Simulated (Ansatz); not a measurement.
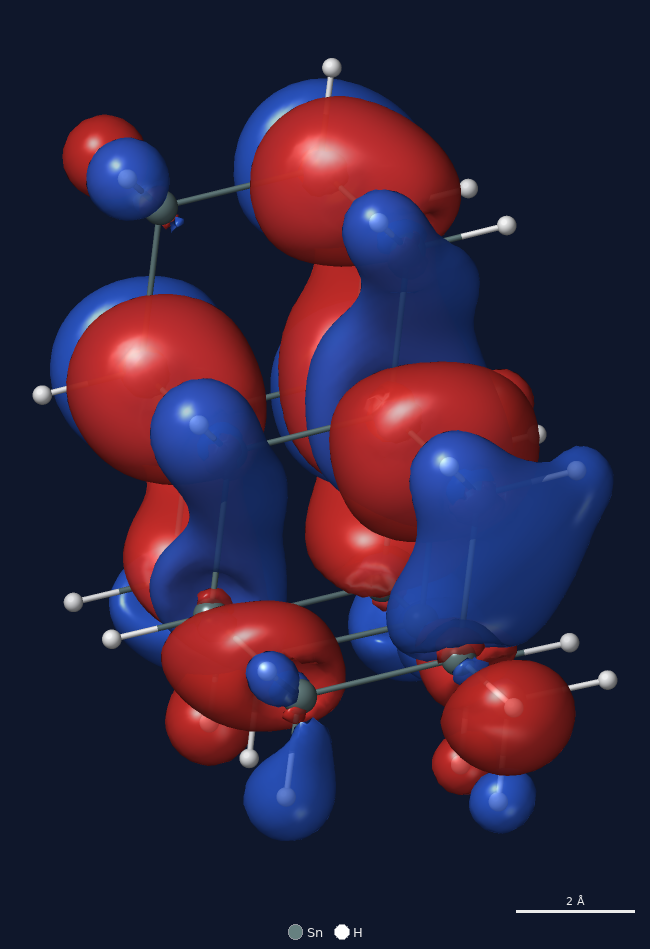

*H₂₈Sn₂₂. The HOMO at ±0.03 Å⁻³ᐟ² (blue and red are the two phases), seen at an oblique angle.*

Geometry: PBE-D4/def2-SVP; core potentials replace the inner electrons of Sn.

Computed with RKS PBE0-D4/def2-TZVP (Ansatz 0.2.0).

H₂₈Sn₂₂, 50 atoms.

> Where does this orbital lie, and at what energy?

No atom holds more than about 10 % of it (Hirshfeld); by element the shares are Sn 85 % and H 10 %. It is one of a degenerate set, so its orientation is arbitrary. Its energy is −6.58 eV.
